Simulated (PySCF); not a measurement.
# C3H9BF− (SMILES [BH3-]CCCF) at 6 levels

Aim: a comparison of 6 runs (HF/STO-3G, HF/def2-SVP, PBE0/def2-SVP, SVWN5/6-31G**, B2PLYP/6-311G**, MP2/cc-pVDZ) of C3H9BF−. Input form: a Python script.

Program for the calculation: PySCF 2.14.0.

## (1) Starting point

C3H9BF−: 14 atoms, total charge -1, spin state singlet. As SMILES, `[BH3-]CCCF`. The coordinates come from a GFN2-xTB relaxation. This is one conformer, not always the lowest.

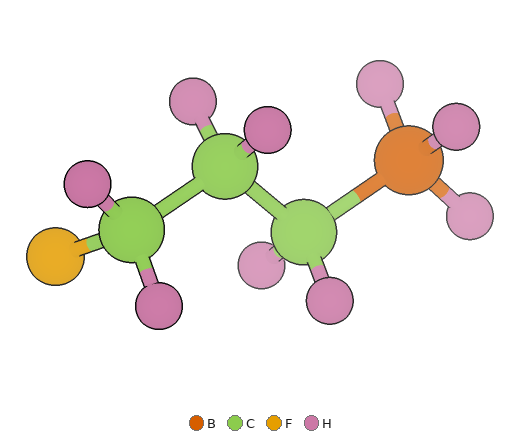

Viewed from a chosen angle; boron orange, carbon green, fluorine amber, hydrogen pink.

## (2) Energy and forces at HF/STO-3G (run 1)

input.py

```python
import pyscf.grad
from pyscf import gto

mol = gto.M(
    atom='''
B       -1.620800       0.826850       0.937100
C       -0.476340       0.563450      -0.229850
C        0.467500      -0.569780       0.145810
C        1.630890      -0.780940      -0.817140
F        1.239600      -1.391870      -1.999130
H       -1.069860       1.127650       1.992520
H       -2.355480       1.742750       0.593880
H       -2.291010      -0.183570       1.111630
H       -0.941120       0.325340      -1.193210
H        0.123150       1.470240      -0.387950
H       -0.095600      -1.502200       0.225680
H        0.899870      -0.359550       1.128130
H        2.084590       0.173450      -1.109680
H        2.404610      -1.441830      -0.397790
''',
    verbose=4,
    charge=-1,
    max_memory=1860,
    spin=0,
    basis='sto-3g',
)

calc0 = mol.RHF()
calc0.conv_tol = 1e-10
calc0.kernel()
if not calc0.converged:
    calc0 = calc0.newton().run(calc0.mo_coeff, calc0.mo_occ)

etot = calc0.e_tot
print(f'total energy: {etot:.8f} hartree')
grad = calc0.Gradients().kernel()
calc0.analyze()
```

Run with:

```
$ OMP_NUM_THREADS=1 python input.py
```

Standard output:

```text
PySCF version 2.14.0

[... 67 lines left out ...]
total energy: -239.75259291 hartree
[... 15 lines left out ...]
Two-electron Energy =                  269.280847760883148
[... 5 lines left out ...]
MO #2   energy= -10.9551651886625  occ= 2
[... 3 lines left out ...]
MO #6   energy= -1.33362867938021  occ= 2
[... 3 lines left out ...]
MO #10  energy= -0.463976047468937 occ= 2
[... 3 lines left out ...]
MO #14  energy= -0.339899022491977 occ= 2
[... 3 lines left out ...]
MO #18  energy= -0.237108863611632 occ= 2
[... 3 lines left out ...]
MO #22  energy= 0.712681511569026  occ= 0
[... 3 lines left out ...]
MO #26  energy= 0.874974146040253  occ= 0
[... 3 lines left out ...]
MO #30  energy= 0.982563575095581  occ= 0
[... 3 lines left out ...]
MO #34  energy= 1.13051950772287   occ= 0
[... 16 lines left out ...]
pop of  2 C 2pz           0.98883
pop of  3 C 1s            1.99983
pop of  3 C 2s            1.05659
pop of  3 C 2px           1.01634
pop of  3 C 2py           0.98423
pop of  3 C 2pz           0.88741
pop of  4 F 1s            1.99996
pop of  4 F 2s            1.89114
pop of  4 F 2px           1.92770
pop of  4 F 2py           1.84608
pop of  4 F 2pz           1.48561
pop of  5 H 1s            1.17427
pop of  6 H 1s            1.17040
pop of  7 H 1s            1.17214
pop of  8 H 1s            1.02524
pop of  9 H 1s            1.02943
pop of  10 H 1s           0.98374
pop of  11 H 1s           0.98391
pop of  12 H 1s           0.98962
pop of  13 H 1s           1.00267
 ** Mulliken atomic charges  **
charge of    0B =     -0.20560
charge of    1C =     -0.11230
charge of    2C =     -0.05580
charge of    3C =      0.05561
charge of    4F =     -0.15049
charge of    5H =     -0.17427
charge of    6H =     -0.17040
charge of    7H =     -0.17214
charge of    8H =     -0.02524
charge of    9H =     -0.02943
charge of   10H =      0.01626
charge of   11H =      0.01609
charge of   12H =      0.01038
charge of   13H =     -0.00267

WARN: System has nonzero charge -1; the dipole moment is origin-dependent.
Location of origin: [0. 0. 0.]

Dipole moment(X, Y, Z, Debye):  6.69394, -2.83103, -2.62745
```

It took 2.5 s on 1 thread of Intel Xeon at 2.70GHz, shared host; peak memory 0.12 GiB.

## (3) Energy and forces at HF/def2-SVP (run 2)

input.py

```python
import pyscf.grad
from pyscf import gto

mol = gto.M(
    atom='''
B     -3.062868     1.562520     1.770862
C     -0.900152     1.064766    -0.434354
C      0.883447    -1.076728     0.275541
C      3.081935    -1.475763    -1.544171
F      2.342505    -2.630253    -3.777808
H     -2.021742     2.130950     3.765317
H     -4.451212     3.293320     1.122271
H     -4.329381    -0.346897     2.100676
H     -1.778459     0.614803    -2.254840
H      0.232720     2.778351    -0.733119
H     -0.180658    -2.838747     0.426473
H      1.700508    -0.679451     2.131857
H      3.939304     0.327773    -2.096991
H      4.544054    -2.724664    -0.751714
''',
    verbose=3,
    max_memory=1860,
    spin=0,
    charge=-1,
    basis='def2-svp',
    unit='bohr',
)

hf = mol.RHF()
hf.conv_tol = 1e-10
hf.kernel()
if not hf.converged:
    hf = hf.newton().run(hf.mo_coeff, hf.mo_occ)

e_final = hf.e_tot
print('Final energy', e_final)
grad = hf.Gradients().kernel()
hf.analyze()
```

Run with:

```
$ OMP_NUM_THREADS=1 python input.py
```

Standard output:

```text
converged SCF energy = -242.757786242796
[... 16 lines left out ...]
MO #7   energy= -0.88353671219858  occ= 2
[... 7 lines left out ...]
MO #15  energy= -0.39079540375768  occ= 2
[... 7 lines left out ...]
MO #23  energy= 0.360215089605851  occ= 0
[... 7 lines left out ...]
MO #31  energy= 0.503295402838353  occ= 0
[... 7 lines left out ...]
MO #39  energy= 0.807926531053623  occ= 0
[... 7 lines left out ...]
MO #47  energy= 1.03766769132089   occ= 0
[... 7 lines left out ...]
MO #55  energy= 1.16948547072461   occ= 0
[... 7 lines left out ...]
MO #63  energy= 1.62187391562928   occ= 0
[... 7 lines left out ...]
MO #71  energy= 1.97251468779802   occ= 0
[... 7 lines left out ...]
MO #79  energy= 2.23141239456641   occ= 0
[... 7 lines left out ...]
MO #87  energy= 2.42308404091833   occ= 0
[... 7 lines left out ...]
MO #95  energy= 2.75183998872326   occ= 0
MO #96  energy= 2.88210620561259   occ= 0
MO #97  energy= 2.9060725467618    occ= 0
MO #98  energy= 2.92863203661408   occ= 0
MO #99  energy= 3.03961295329955   occ= 0
MO #100 energy= 3.04945829719157   occ= 0
MO #101 energy= 3.06881975212907   occ= 0
MO #102 energy= 3.1342496763668    occ= 0
MO #103 energy= 3.14554587689278   occ= 0
MO #104 energy= 3.18451188916921   occ= 0
MO #105 energy= 3.26133271670418   occ= 0
MO #106 energy= 3.36132433558886   occ= 0
MO #107 energy= 3.42183176015931   occ= 0
MO #108 energy= 3.49064973794268   occ= 0
MO #109 energy= 3.52993774096759   occ= 0
MO #110 energy= 3.60739082977872   occ= 0
MO #111 energy= 3.65019722427673   occ= 0
MO #112 energy= 3.67261176812144   occ= 0
MO #113 energy= 3.90866804551126   occ= 0
MO #114 energy= 3.92050488454383   occ= 0
MO #115 energy= 4.3447718252229    occ= 0
 ** Mulliken atomic charges  **
charge of    0B =     -0.36797
charge of    1C =     -0.21769
charge of    2C =     -0.12208
charge of    3C =      0.19632
charge of    4F =     -0.39476
charge of    5H =     -0.13014
charge of    6H =     -0.12159
charge of    7H =     -0.12557
charge of    8H =      0.03220
charge of    9H =      0.01932
charge of   10H =      0.06475
charge of   11H =      0.05936
charge of   12H =      0.06159
charge of   13H =      0.04627

WARN: System has nonzero charge -1; the dipole moment is origin-dependent.
Location of origin: [0. 0. 0.]

Dipole moment(X, Y, Z, Debye):  6.71017, -2.32941, -1.96293
```

Wall time 15 s (1 thread of Intel Xeon at 2.70GHz, shared host); peak memory 0.29 GiB.

Runs 3 to 5 aren't shown in full; the table further down has their settings and results.

## (4) Energy and gradient at MP2/cc-pVDZ (run 6)

job.py

```python
import pyscf.grad
from pyscf import gto, mp

mol = gto.M(
    atom='''
B     -1.620800     0.826850     0.937100
C     -0.476340     0.563450    -0.229850
C      0.467500    -0.569780     0.145810
C      1.630890    -0.780940    -0.817140
F      1.239600    -1.391870    -1.999130
H     -1.069860     1.127650     1.992520
H     -2.355480     1.742750     0.593880
H     -2.291010    -0.183570     1.111630
H     -0.941120     0.325340    -1.193210
H      0.123150     1.470240    -0.387950
H     -0.095600    -1.502200     0.225680
H      0.899870    -0.359550     1.128130
H      2.084590     0.173450    -1.109680
H      2.404610    -1.441830    -0.397790
''',
    basis='cc-pvdz',
    charge=-1,
    max_memory=1860,
    verbose=4,
)

mf = mol.RHF()
mf.conv_tol = 1e-10
mf.kernel()
if not mf.converged:
    mf = mf.newton().run(mf.mo_coeff, mf.mo_occ)

pt = mp.MP2(mf, frozen=5).run()
etot = pt.e_tot
print('Final energy', etot)
grad = pt.Gradients().kernel()
dip = mf.dip_moment()
pop, q = mf.mulliken_pop()
```

Run with:

```
$ OMP_NUM_THREADS=1 python job.py
```

Standard output:

```text
PySCF version 2.14.0

[... 70 lines left out ...]
converged SCF energy = -242.952618788298
[... 8 lines left out ...]
Final energy -243.69038851252833
[... 9 lines left out ...]
WARN: System has nonzero charge -1; the dipole moment is origin-dependent.
[... 2 lines left out ...]
Dipole moment(X, Y, Z, Debye):  6.65156, -2.33461, -1.99112
[... 91 lines left out ...]
pop of  9 H 1s            0.77212
pop of  9 H 2s            0.25569
pop of  9 H 2px           0.00885
pop of  9 H 2py           0.01501
pop of  9 H 2pz           0.00653
pop of  10 H 1s           0.76320
pop of  10 H 2s           0.19535
pop of  10 H 2px          0.00902
pop of  10 H 2py          0.01521
pop of  10 H 2pz          0.00492
pop of  11 H 1s           0.76587
pop of  11 H 2s           0.20664
pop of  11 H 2px          0.00589
pop of  11 H 2py          0.00548
pop of  11 H 2pz          0.01793
pop of  12 H 1s           0.77756
pop of  12 H 2s           0.19783
pop of  12 H 2px          0.00714
pop of  12 H 2py          0.01762
pop of  12 H 2pz          0.00375
pop of  13 H 1s           0.78232
pop of  13 H 2s           0.21081
pop of  13 H 2px          0.01248
pop of  13 H 2py          0.01013
pop of  13 H 2pz          0.00535
 ** Mulliken atomic charges  **
charge of    0B =      0.10584
charge of    1C =     -0.05553
charge of    2C =     -0.10380
charge of    3C =      0.34259
charge of    4F =     -0.38354
charge of    5H =     -0.26817
charge of    6H =     -0.26417
charge of    7H =     -0.26061
charge of    8H =     -0.03989
charge of    9H =     -0.05820
charge of   10H =      0.01230
charge of   11H =     -0.00181
charge of   12H =     -0.00390
charge of   13H =     -0.02110
```

Wall time 42 s (1 thread of Intel Xeon at 2.70GHz, shared host); peak memory 0.93 GiB.

## (5) Overview of the runs

```tsv
run	level	integration grid	task	energy (Eh)	HOMO energy (eV)	LUMO energy (eV)	HOMO–LUMO gap (eV)	wall time
1	HF/STO-3G	–	gradient	-239.752593	-2.61	19.39	22.00	2.5 s
2	HF/def2-SVP	–	gradient	-242.757786	-5.21	8.71	13.92	15 s
3	PBE0/def2-SVP	5	gradient	-243.969323	-1.83	5.83	7.67	65 s
4	SVWN5/6-31G** (spherical functions)	5	gradient	-242.343406	-0.18	5.81	5.98	38 s
5	B2PLYP/6-311G**	5	energy	-244.258280	-3.30	6.14	9.43	59 s
6	MP2/cc-pVDZ	–	gradient	-243.690389	-5.18	8.85	14.03	42 s
```

## (6) Results

| quantity | value |
| --- | --- |
| run 6: total energy | -243.69039 Eh |
| run 6: HOMO energy (Hartree–Fock orbitals) | -5.18 eV |
| run 6: LUMO energy (Hartree–Fock orbitals) | 8.85 eV |
| run 6: HOMO–LUMO gap (to an unbound level, set by the basis) | 14.03 eV |
| run 6: correlation energy (5 core orbitals frozen) | -737.8 mEh |
| run 6: largest force on an atom | 0.918 eV/Å |

Over runs 1, 2, 3, 4, 5 the HOMO–LUMO gap runs from 5.98 eV (SVWN5/6-31G**) to 22.00 eV (HF/STO-3G). The two ends differ in method and basis. The empty levels of an anion lie above zero and hang on the basis. Totals of different functionals can't be ranked against each other. In run 1 the basis is minimal, so the values are rough. All runs together took 3.7 min, the longest 65 s.
